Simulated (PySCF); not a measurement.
**C2H11B2N3Si (SMILES BN1[SiH2]CNB1NC): density, localisation and related maps**

```xyz
19

B    -0.6612    2.3530    0.2564
N    -0.7879    0.9630    0.1694
Si   -2.3141    0.1207    0.3036
C    -1.5462   -1.6135    0.0783
N    -0.1347   -1.3408   -0.0958
B     0.3114   -0.0092   -0.0463
N     1.6479    0.3893   -0.1801
C     2.8229   -0.4187   -0.3866
H     0.3831    2.8824    0.1534
H    -1.6263    2.9987    0.4348
H    -3.2339    0.4824   -0.7819
H    -2.9268    0.2981    1.6256
H    -1.7098   -2.2643    0.9455
H    -1.9478   -2.1451   -0.7921
H     0.4515   -2.1465   -0.2368
H     1.8525    1.3737   -0.1281
H     2.5436   -1.4683   -0.4398
H     3.3281   -0.1507   -1.3213
H     3.5381   -0.2950    0.4345
```

Geometry: GFN2-xTB.

Method: PySCF 2.14.0, PBE0/pcSseg-1, SCF density, gas phase, non-relativistic.

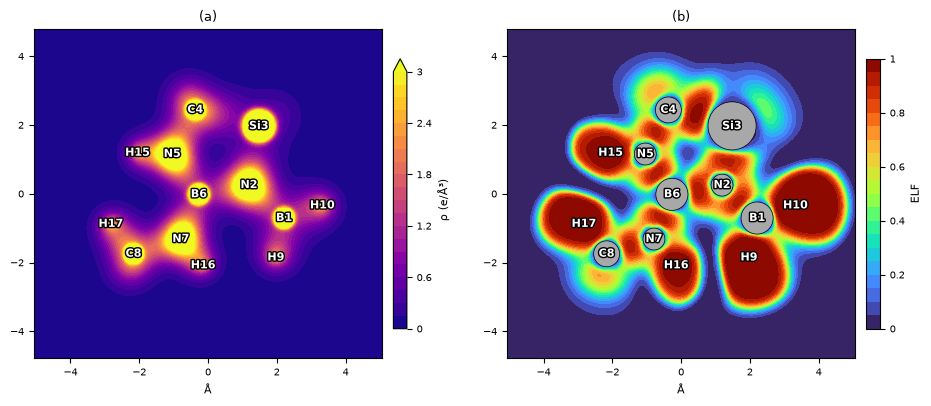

Figure 1. (a) total electron density; (b) electron localisation function on the plane of atoms N7, C8 and H17. Grey discs cover the atomic cores in the ELF map.

Question: Read the bonding off the picture.

Answer:
- The section cuts through B, N, Si, C and H sites.
- B–N (1.40 Å): ρ at the midpoint is about 1.9 e/Å³; the ELF peaks at about 0.90 between the atoms, as expected for a short, strongly polar bond.
- C–N (1.44 Å): the density is about 1.9 e/Å³ at the midpoint; the ELF peaks at about 0.95 between the atoms: a shared electron pair.
- Si–N (1.75 Å): the density is about 1.1 e/Å³ at the midpoint; the ELF peaks at about 0.90 between the atoms (a shared but strongly polarised pair).
- C–Si (1.91 Å): the density is about 0.93 e/Å³ at the midpoint; the ELF peaks at about 0.95 between the atoms (a covalent bond).
- N–H (1.01 Å): the density is about 2.9 e/Å³ at the midpoint; the ELF climbs to about 1 towards the hydrogen, as it does in any bond to H; a covalent bond by its length.

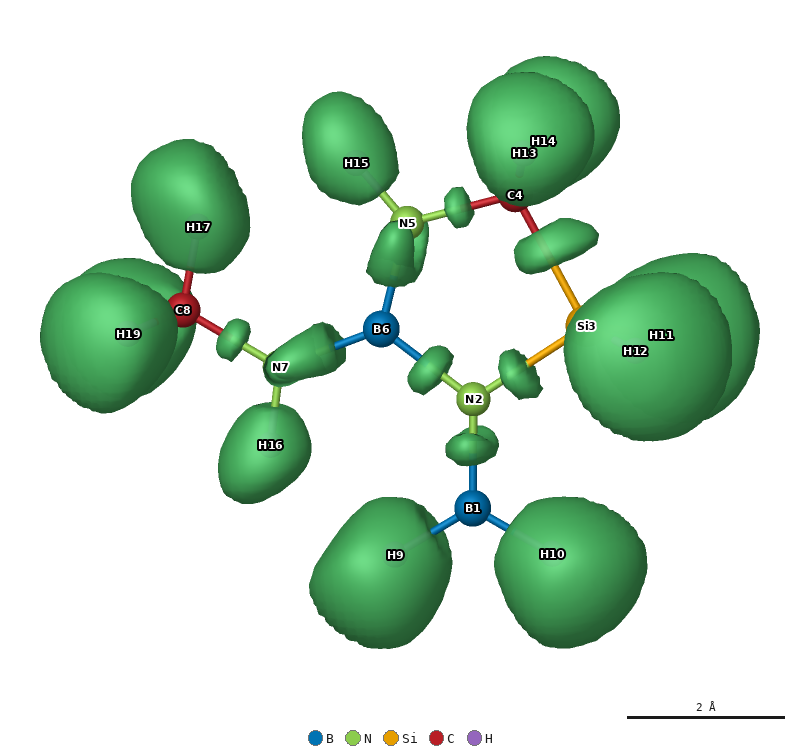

Figure 2. Isosurface of the electron localisation function at 0.85 (green), seen across its widest extent. Only the valence region is drawn (cores and ρ < 0.01 e/Å³ removed).

Question: Identify the bonds, lone pairs and shells in this picture.

Answer: The surface consists of four regions between bonded B–N atoms (shared pairs), two regions between bonded C–N atoms (shared pairs), one region between bonded C–Si atoms (shared pairs), one region between bonded N–Si atoms (shared pairs) and eleven regions around hydrogen nuclei.

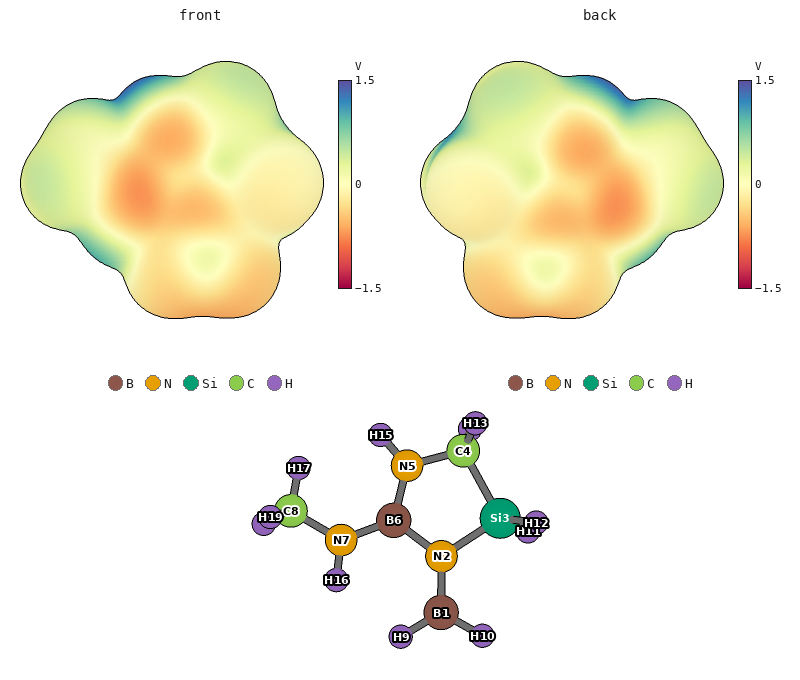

Figure 3. The electrostatic potential painted on the density surface at 0.001 e/bohr³, seen from the front and from behind; the colour scale runs from red (negative) to blue (positive). The bare structure is drawn below in the same view.

Question: Where is the surface potential most negative and most positive?

Answer: The most negative region (about −0.7 V) lies over N7, the most positive (about +1.3 V) over H15.

Question: How polar is the molecule by this calculation?

Answer: Its dipole moment is 2.39 D.
